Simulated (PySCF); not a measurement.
```yaml
atoms:
  - { symbol: C, position_ang: [-1.0600, 1.3558, 1.3357] }
  - { symbol: C, position_ang: [-0.5995, 0.6647, 0.0635] }
  - { symbol: C, position_ang: [-1.2975, -0.6827, -0.1712] }
  - { symbol: C, position_ang: [-1.2492, -1.4891, 1.0226] }
  - { symbol: N, position_ang: [-1.2079, -2.1499, 1.9551] }
  - { symbol: C, position_ang: [-0.5431, -1.4214, -1.2867] }
  - { symbol: N, position_ang: [0.8598, -1.1242, -1.1225] }
  - { symbol: Si, position_ang: [1.2303, 0.1378, -0.0261] }
  - { symbol: P, position_ang: [2.5549, 1.6644, -0.9938] }
  - { symbol: H, position_ang: [-2.1334, 1.5459, 1.3125] }
  - { symbol: H, position_ang: [-0.8436, 0.7446, 2.2093] }
  - { symbol: H, position_ang: [-0.5488, 2.3097, 1.4484] }
  - { symbol: H, position_ang: [-0.8367, 1.3089, -0.7897] }
  - { symbol: H, position_ang: [-2.3524, -0.5506, -0.4407] }
  - { symbol: H, position_ang: [-0.7236, -2.5011, -1.2232] }
  - { symbol: H, position_ang: [-0.9009, -1.0724, -2.2650] }
  - { symbol: H, position_ang: [1.4879, -1.6717, -1.6831] }
  - { symbol: H, position_ang: [1.7045, -0.3504, 1.2831] }
  - { symbol: H, position_ang: [2.7566, 2.3795, 0.1711] }
  - { symbol: H, position_ang: [3.6974, 0.9130, -0.8024] }
```

Geometry: GFN2-xTB.

Computed with PySCF, PBE0/pcSseg-1, SCF density, gas phase, non-relativistic.

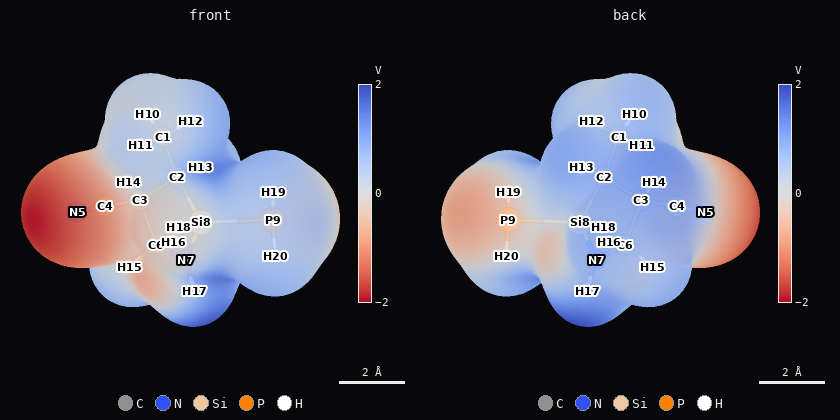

C5H11N2PSi. The electrostatic potential painted on the density surface at 0.002 e/bohr³, seen from the front and from behind; red is negative and blue positive.

### Which sites attract a positive test charge, and which a negative one?

A positive charge is drawn to the negative regions and a negative charge to the positive ones. The most negative region (about −1.9 V) lies over N5, the most positive (about +1.8 V) over H17. N5 is the likeliest acceptor of a hydrogen bond.

### How polar is the molecule by this calculation?

Its dipole moment is 3.09 D.
